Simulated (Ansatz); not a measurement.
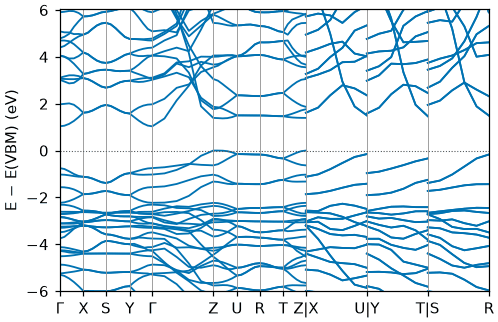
Fig. 1. Band structure from DFT-PBE in the program Ansatz with PAW potentials

Task: Read off the gap and where the band edges lie.

Result: About 1.0 eV (1.04 eV by a search for the band edges); maximum on the Z–U line, 18 % of the way from Z, minimum at Γ.

Task: Which of these materials gives this?
(A) LaN, Pnma (La on 4c, N on 4c)
(B) SrHfN2, Pna2_1 (Sr on 4a, Hf on 4a, N on 4a, N on 4a)
(C) CaZrN2, Pna2_1 (Ca on 4a, Zr on 4a, N on 4a, N on 4a)
(D) Sn3O4, Pbam (Sn on 4h, Sn on 2c, O on 4g, O on 4h)

Result: D, Sn3O4, Pbam (Sn on 4h, Sn on 2c, O on 4g, O on 4h)

The start of the workflow was typed in or built on a structure type; neither database checked (COD, Materials Project) lists it. Whether it is the stable phase at ambient conditions was not checked. The cell was relaxed with PBE under the symmetry of its start; its stability against distortions is not shown here. The volume moved by 42 % from the start of the relaxation. Scalar-relativistic: spin–orbit coupling is off unless named, which matters more the heavier the elements.

Potentials: the earlier of the program's two PAW sets.
